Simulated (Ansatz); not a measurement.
```tsv
atom	x (Å)	y (Å)	z (Å)
N	-1.8290	-0.6451	-0.5084
C	-0.6347	-0.1671	-0.0306
C	0.4645	0.3149	-0.6951
Si	1.3952	0.6424	0.9096
C	-0.3353	-0.0996	1.4711
H	-2.0171	-0.6855	-1.4968
H	-2.5449	-0.9666	0.1202
H	0.6098	0.4155	-1.7626
H	2.6122	-0.1789	1.2581
H	1.6785	2.0602	1.3417
H	-0.9948	0.5731	2.0308
H	-0.3079	-1.0757	1.9679
```

Level of theory: RKS B3LYP/6-31G (Ansatz 0.2.0).

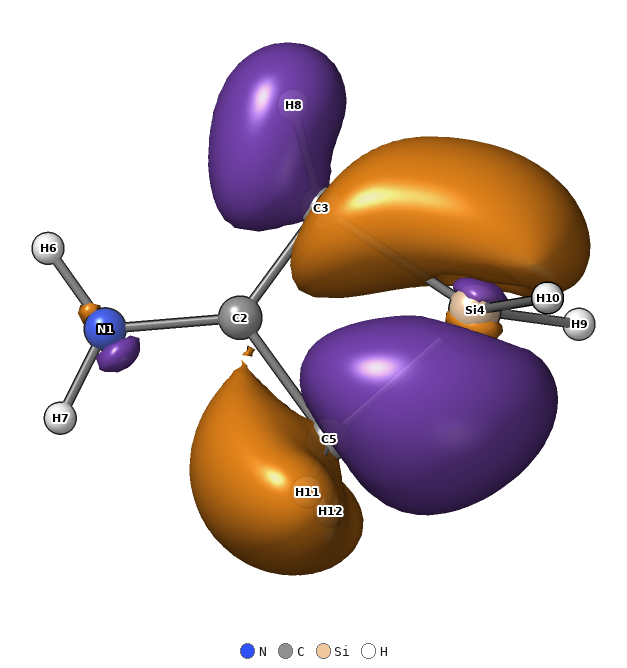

C3H7NSi (SMILES NC1=C[SiH2]C1). The HOMO−1 at ±0.1 Å⁻³ᐟ² (orange and purple are the two phases), seen across its widest extent.

Where does this orbital lie, and at what energy?

It lies mainly on C5 (about 35 %), Si4 (about 30 %) and C3 (about 15 %). Its energy is −7.75 eV.
